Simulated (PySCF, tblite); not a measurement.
**C2H14Si4: geometry, infrared bands and NMR shifts**

Wanted: the infrared bands and NMR shifts of C2H14Si4 (`CC[Si]([SiH3])([SiH3])[SiH3]`), by calculation.

Programs: tblite 0.8.0 and PySCF 2.14.0, with density-fitted response routines of our own. Each step states its level of theory. These are calculated values for one molecule in the gas phase, unless marked as measured. Atoms count from 0, in the outputs and in this text.

**1. Starting geometry**

20 atoms, charge 0, multiplicity 1; geometry from: force field or distance geometry start.

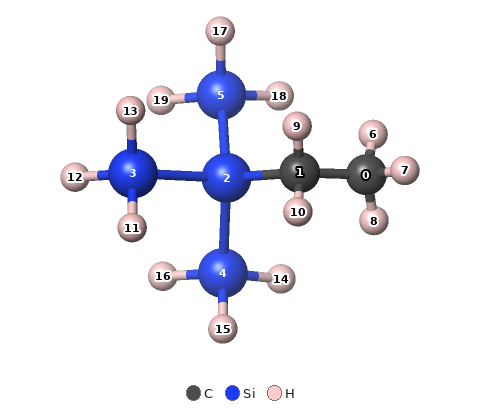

The starting geometry (carbon dark grey, silicon blue, hydrogen pink), atoms numbered.

**2. Optimising the geometry with GFN2-xTB**

Job settings and geometry (Å):

```
{"job": {"kind": "relax", "xc": "GFN2-xTB", "basis": "xTB"}, "charge": 0, "multiplicity": 1}
C     -2.242100    -1.199900     0.061900
C     -1.606800     0.177900    -0.108800
Si     0.261200     0.248400    -0.022100
Si     0.971200     2.404200    -0.300900
Si     1.242000    -0.970600    -1.655500
Si     1.072600    -0.462600     1.962500
H     -2.010100    -1.643200     1.028500
H     -3.334000    -1.099900     0.004500
H     -1.925800    -1.894500    -0.720100
H     -2.018100     0.831900     0.679000
H     -1.937900     0.589300    -1.058900
H      0.513000     2.918900    -1.602800
H      2.448500     2.461400    -0.223500
H      0.412100     3.254500     0.777300
H      0.864600    -2.390300    -1.523000
H      0.789000    -0.491600    -2.982700
H      2.721500    -0.846700    -1.580500
H      0.513700     0.349300     3.070300
H      0.697800    -1.876600     2.196800
H      2.562600    -0.349200     1.994900
```

Started as:

```sh
$ OMP_NUM_THREADS=1 python probes_run.py task.json out
```

The driver reads the jobs from task.json and runs them one after another.

What it wrote:

```text
step      E/eV     max force
  0    -497.42132    1.162
  1    -497.48725    0.685
  2    -497.53218    0.285
  3    -497.54629    0.313
  4    -497.58792    0.421
  5    -497.62568    0.435
  6    -497.66023    0.478
  7    -497.67835    0.408
  8    -497.68973    0.222
  9    -497.69607    0.147
 10    -497.70026    0.115
 11    -497.70299    0.160
 12    -497.70487    0.137
 13    -497.70652    0.079
 14    -497.70796    0.077
 15    -497.70907    0.071
 16    -497.71000    0.082
 17    -497.71084    0.071
 18    -497.71164    0.072
 19    -497.71244    0.076
 20    -497.71323    0.060
 21    -497.71396    0.075
 22    -497.71473    0.072
 23    -497.71571    0.088
 24    -497.71710    0.106
 25    -497.71892    0.096
 26    -497.72064    0.091
 27    -497.72169    0.072
 28    -497.72231    0.065
 29    -497.72305    0.072
 30    -497.72427    0.086
 31    -497.72594    0.108
 32    -497.72759    0.100
 33    -497.72883    0.095
 34    -497.72980    0.069
 35    -497.73048    0.053
 36    -497.73086    0.034
 37    -497.73103    0.024
 38    -497.73114    0.023
 39    -497.73126    0.030
 40    -497.73139    0.029
 41    -497.73148    0.026
 42    -497.73153    0.027
 43    -497.73158    0.024
 44    -497.73166    0.034
 45    -497.73175    0.034
 46    -497.73183    0.021
 47    -497.73187    0.015
 48    -497.73191    0.016
 49    -497.73195    0.016
 50    -497.73199    0.013
 51    -497.73201    0.013
 52    -497.73203    0.013
 53    -497.73204    0.011
 54    -497.73206    0.008
```

Wall time 0.89 s (1 thread of Arm Neoverse N1, shared host); peak memory 0.18 GiB.

Relaxation path: (not every step is listed)

```
step  energy from step 0 (eV)  largest force (eV/Å)
   0                   0.0000                1.1621
   1                  -0.0659                0.6850
   2                  -0.1109                0.2846
   3                  -0.1250                0.3133
   4                  -0.1666                0.4213
   5                  -0.2044                0.4350
   6                  -0.2389                0.4781
   7                  -0.2570                0.4077
   8                  -0.2684                0.2223
  12                  -0.2836                0.1367
  16                  -0.2887                0.0818
  20                  -0.2919                0.0602
  24                  -0.2958                0.1058
  28                  -0.3010                0.0653
  32                  -0.3063                0.0999
  36                  -0.3095                0.0340
  40                  -0.3101                0.0289
  44                  -0.3103                0.0337
  48                  -0.3106                0.0163
  49                  -0.3106                0.0164
  50                  -0.3107                0.0133
  51                  -0.3107                0.0130
  52                  -0.3107                0.0127
  53                  -0.3107                0.0114
  54                  -0.3107                0.0083
```

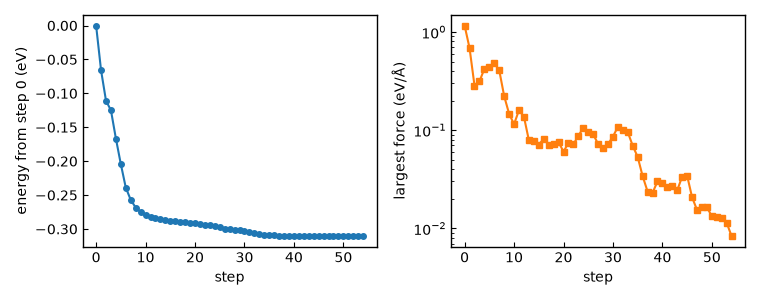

Energy and force, step by step.

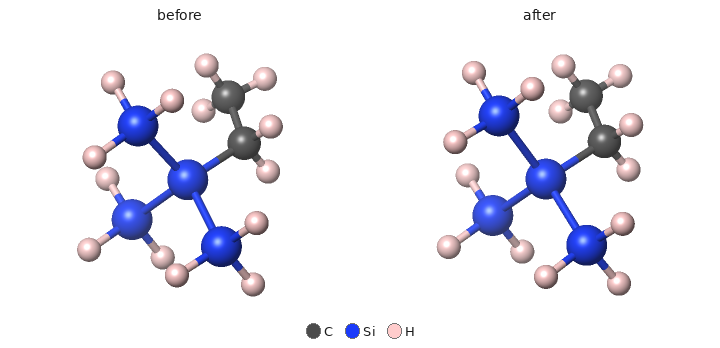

The geometry before (left) and after (right).

Close pairs (by a distance rule), those that changed most:

```
   bond  before (Å)  after (Å)  change (Å)
Si2–Si5       2.259      2.343      +0.084
Si2–Si4       2.262      2.343      +0.081
 C1–Si2       1.871      1.931      +0.059
Si2–Si3       2.287      2.341      +0.054
Si5–H19       1.495      1.465      -0.030
Si4–H16       1.487      1.465      -0.021
Si5–H17       1.483      1.466      -0.017
Si3–H13       1.483      1.466      -0.016
```

The next job starts from the end point, and lists it.

**3. Harmonic vibrations with GFN2-xTB**

Job settings and geometry (Å):

```
{"job": {"kind": "ir", "xc": "GFN2-xTB", "basis": "xTB"}, "charge": 0, "multiplicity": 1}
C     -2.127231    -1.178590     0.066664
C     -1.555677     0.221759    -0.102742
Si     0.372357     0.277702    -0.021900
Si     0.931431     2.532117    -0.311558
Si     1.171373    -1.071548    -1.762553
Si     0.993926    -0.532912     2.086341
H     -1.841140    -1.596681     1.030182
H     -3.215434    -1.166885     0.014732
H     -1.760065    -1.841079    -0.715190
H     -1.973277     0.869926     0.670842
H     -1.894951     0.629418    -1.057637
H      0.487916     3.092140    -1.591993
H      2.385217     2.707879    -0.267983
H      0.379732     3.415623     0.720269
H      0.811958    -2.488284    -1.637548
H      0.703048    -0.659002    -3.089582
H      2.635451    -1.027827    -1.806222
H      0.412027     0.220842     3.201365
H      0.630036    -1.934062     2.322144
H      2.448155    -0.459855     2.249332
```

What it wrote:

```text
mode    cm-1     km/mol
  1      18.4      0.02
  2      33.6      0.09
  3      50.9      0.00
  4      67.5      0.10
  5      79.0      0.61
  6      86.7      1.86
  7     111.4      5.62
  8     119.6      6.07
  9     133.8      7.99
 10     238.3      2.31
 11     271.9     11.24
 12     330.1      4.25
 13     380.9     10.70
 14     384.2     15.87
 15     389.2      0.28
 16     400.3      2.77
 17     403.0      0.99
 18     436.8     50.33
 19     479.2      0.34
 20     494.8      7.60
 21     663.9     21.42
 22     718.2    212.18
 23     756.6    993.47
 24     759.9    879.71
 25     807.4    125.57
 26     808.6      5.15
 27     820.3    100.53
 28     822.9    237.45
 29     825.2     33.09
 30     827.3    125.72
 31     839.8    362.67
 32     971.8      3.62
 33    1015.3      3.46
 34    1075.4     10.30
 35    1247.6      0.73
 36    1281.6      0.83
 37    1420.2      2.05
 38    1492.5      0.28
 39    1509.9      1.31
 40    1515.4      3.83
 41    2206.5      7.54
 42    2214.7     33.20
 43    2216.0    205.87
 44    2219.8    285.32
 45    2222.4    373.99
 46    2223.4    153.11
 47    2228.9    263.32
 48    2229.6    239.26
 49    2239.7    923.67
 50    2949.2     39.10
 51    2966.7     23.37
 52    3005.9     56.74
 53    3019.3     44.67
 54    3025.4     16.77
```

Run time: 1.7 s. Hardware: 1 thread of Arm Neoverse N1, shared host; peak memory 0.18 GiB.

The strongest bands and the atoms that carry them (share of the mass-weighted mode):

```
cm⁻¹  km/mol                                   atoms
 757   993.5            H12 21 %, H13 20 %, H11 20 %
 760   879.7  H14 15 %, H18 14 %, H15 14 %, H16 14 %
 840   362.7  H14 18 %, H18 18 %, H13 13 %, H11 13 %
2220   285.3            H18 34 %, H14 21 %, H12 15 %
2222   374.0  H16 22 %, H19 22 %, H11 18 %, H17 14 %
2229   263.3            H12 25 %, H13 25 %, H16 24 %
2230   239.3  H19 34 %, H12 14 %, H11 13 %, H17 12 %
2240   923.7            H12 36 %, H19 34 %, H16 26 %
```

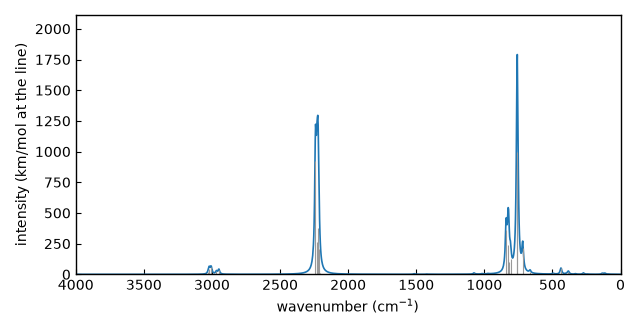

The infrared spectrum from these modes, unscaled. Lines are broadened to a width of 14 cm⁻¹ (Lorentzian).

**4. Nuclear shieldings: PBE0/pcSseg-1**

Same as in step 3 but for these lines:

```diff
@@ -1,2 +1,2 @@
-{"job": {"kind": "ir", "xc": "GFN2-xTB", "basis": "xTB"}, "charge": 0, "multiplicity": 1}
+{"job": {"kind": "nmr", "xc": "PBE0", "basis": "pcSseg-1"}, "charge": 0, "multiplicity": 1}
 C     -2.127231    -1.178590     0.066664
```

Method: GIAO PBE0/pcSseg-1 NMR shielding, non-relativistic, gas phase.

What it wrote:

```text
coarse grid: 17352 points
cycle   1  E = -1241.8854442440  dE = -1.274e-01  |g| = 3.466e-01  |ddm| = 3.824e+00
cycle   2  E = -1241.8715850265  dE =  1.386e-02  |g| = 4.115e-01  |ddm| = 6.820e-01
cycle   3  E = -1241.9173855643  dE = -4.580e-02  |g| = 4.042e-02  |ddm| = 4.364e-01
cycle   4  E = -1241.9177964351  dE = -4.109e-04  |g| = 1.518e-02  |ddm| = 7.238e-02
cycle   5  E = -1241.9178590096  dE = -6.257e-05  |g| = 4.445e-03  |ddm| = 2.328e-02
cycle   6  E = -1241.9178637731  dE = -4.763e-06  |g| = 5.690e-04  |ddm| = 4.891e-03
final grid: 145328 points
cycle   7  E = -1241.9501406535  dE = -2.239e-05  |g| = 6.389e-03  |ddm| = 2.144e-02
cycle   8  E = -1241.9501341200  dE =  6.533e-06  |g| = 7.918e-03  |ddm| = 1.312e-02
cycle   9  E = -1241.9501507580  dE = -1.664e-05  |g| = 5.698e-04  |ddm| = 8.019e-03
cycle  10  E = -1241.9501508298  dE = -7.181e-08  |g| = 1.759e-04  |ddm| = 8.128e-04
cycle  11  E = -1241.9501508377  dE = -7.872e-09  |g| = 2.898e-05  |ddm| = 1.633e-04
cycle  12  E = -1241.9501508379  dE = -1.828e-10  |g| = 8.051e-06  |ddm| = 4.715e-05
converged SCF energy = -1241.9501508379

GIAO shielding tensors (ppm)
atom      isotropic    diamagn.    paramagn.     s11        s22        s33       span
  0 C      171.319     248.006     -76.687    163.412    164.926    185.618     22.206
  1 C      177.978     253.580     -75.602    173.919    176.282    183.732      9.813
  2 Si     437.419     883.115    -445.696    403.500    414.409    494.349     90.849
  3 Si     459.633     880.587    -420.954    436.980    456.065    485.853     48.873
  4 Si     463.176     880.947    -417.771    441.099    463.551    484.877     43.778
  5 Si     463.162     880.950    -417.788    441.097    463.448    484.942     43.845
  6 H       30.670      31.334      -0.664     25.327     30.679     36.003     10.676
  7 H       30.134      28.688       1.446     24.650     27.093     38.658     14.009
  8 H       30.670      31.334      -0.664     25.324     30.683     36.003     10.679
  9 H       30.799      33.173      -2.374     25.579     29.722     37.097     11.518
 10 H       30.797      33.166      -2.370     25.570     29.720     37.101     11.530
 11 H       28.156      29.457      -1.301     24.465     26.054     33.951      9.486
 12 H       28.238      29.306      -1.068     24.581     25.882     34.251      9.669
 13 H       28.158      29.459      -1.302     24.466     26.056     33.951      9.485
 14 H       27.979      29.757      -1.777     24.254     26.302     33.382      9.128
 15 H       28.187      29.764      -1.577     24.649     25.756     34.156      9.507
 16 H       28.291      29.585      -1.294     24.680     25.955     34.238      9.558
 17 H       28.190      29.769      -1.579     24.653     25.759     34.159      9.506
 18 H       27.984      29.762      -1.778     24.258     26.306     33.388      9.130
 19 H       28.294      29.589      -1.295     24.682     25.956     34.244      9.561
```

It took 63 s on 1 thread of Arm Neoverse N1, shared host; peak memory 0.85 GiB.

The references, computed at this level on geometries of the same kind, shield at (ppm): ¹H TMS 31.72, ¹³C TMS 186.9, ²⁹Si TMS 349.2. Their shielding less the atom's gives the shift. The references are single molecules in the gas phase. Atoms listed in one row are averaged.

```
                             atoms                          environment  σ (ppm)  δ (ppm)  δ scaled to CDCl3
                                C0                        methyl carbon    171.3     15.6               13.3
                                C1                 sp3 CH2 bonded to Si    178.0      8.9                6.8
H11, H12, H13, H14, H15 and 4 more   hydrogen on a silicon bonded to Si    28.16     3.55                  –
                        H6, H7, H8          hydrogen on a methyl carbon    30.49     1.23               1.26
                           H9, H10  hydrogen on an sp3 CH2 bonded to Si    30.80     0.92               0.97
                               Si2            silicon bonded to C, 3 Si    437.4    -88.3                  –
                     Si3, Si4, Si5            silicon bonded to Si, 3 H    462.0   -112.8                  –
```

The scaled column applies a straight-line fit of computed shieldings to shifts measured in CDCl3 (root-mean-square error 0.16 ppm for H, 1.9 ppm for C).

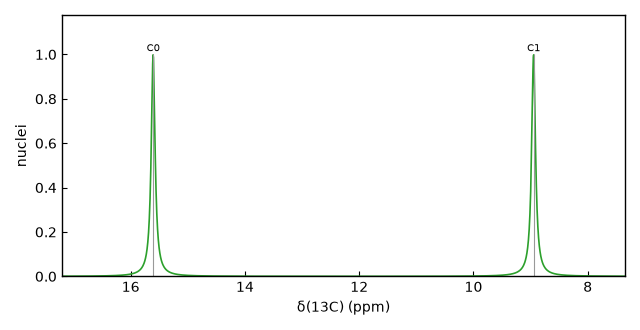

¹³C lines at the computed shifts, without couplings. Lines are broadened to a width of 0.08 ppm (Lorentzian).

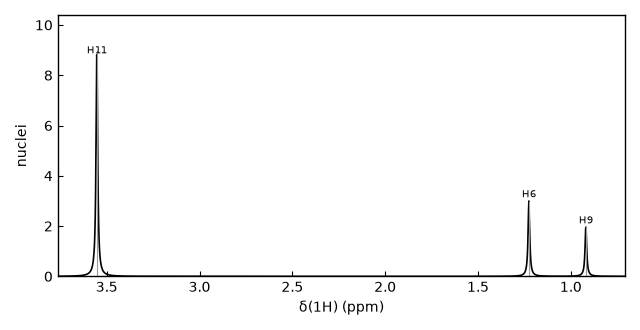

¹H lines at the computed shifts, without couplings. Lines are broadened to a width of 0.01 ppm (Lorentzian).

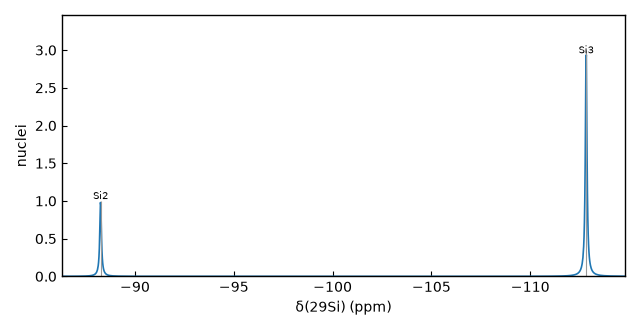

²⁹Si lines at the computed shifts, without couplings. Lines are broadened to a width of 0.10 ppm (Lorentzian).

Charges from the same density, by scheme (e):

```
        atoms  Mulliken    IAO  Hirshfeld  ESP fit
           C0     -0.27  -0.41      -0.12    -0.29
           C1     -0.53  -0.49      -0.15     0.11
          Si2     -0.25   0.17       0.13    -0.03
Si3, Si4, Si5      0.29   0.29       0.21     0.22
```

ESP fit charges:

C0 -0.29; C1 0.11; Si2 -0.03; Si3 0.13; Si4 0.26; Si5 0.25; H6 0.07; H7 0.08; H8 0.07; H9 0.00; H10 0.00; H11 -0.05; H12 -0.05; H13 -0.05; H14 -0.08; H15 -0.08; H16 -0.09; H17 -0.08; H18 -0.08; H19 -0.09

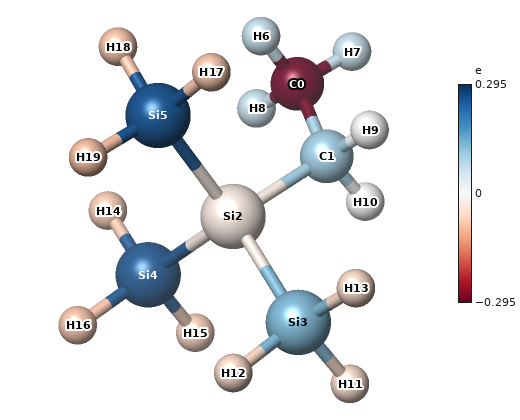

ESP fit charges, as colours on the atoms.

Mayer bond orders: C0–C1 1.05, C1–Si2 0.90, Si2–Si3 0.91, Si2–Si4 0.89, Si2–Si5 0.89.

**5. Outcome**

```
                                                                quantity                 value
                               strongest single infrared mode (GFN2-xTB)  757 cm⁻¹, 993 km/mol
                                            zero-point energy (GFN2-xTB)         85.9 kcal/mol
                                  ¹³C shifts against TMS (PBE0/pcSseg-1)         15.6, 8.9 ppm
  ¹H shifts against TMS (PBE0/pcSseg-1, means over atoms taken as alike)  3.55, 1.23, 0.92 ppm
²⁹Si shifts against TMS (PBE0/pcSseg-1, means over atoms taken as alike)     -88.3, -112.8 ppm
```

The optimisation took 54 steps and gained 0.311 eV; among the close pairs (by a distance rule), Si2–Si5 changed most, from 2.259 to 2.343 Å. All 54 modes are real, so the xTB geometry is a minimum. GFN2-xTB is a fitted tight-binding method: band positions and strengths are rough. Its intensities can rank the bands wrongly. At PBE0/pcSseg-1: The largest span, 91 ppm, is at Si2, where the paramagnetic term is -446 ppm.
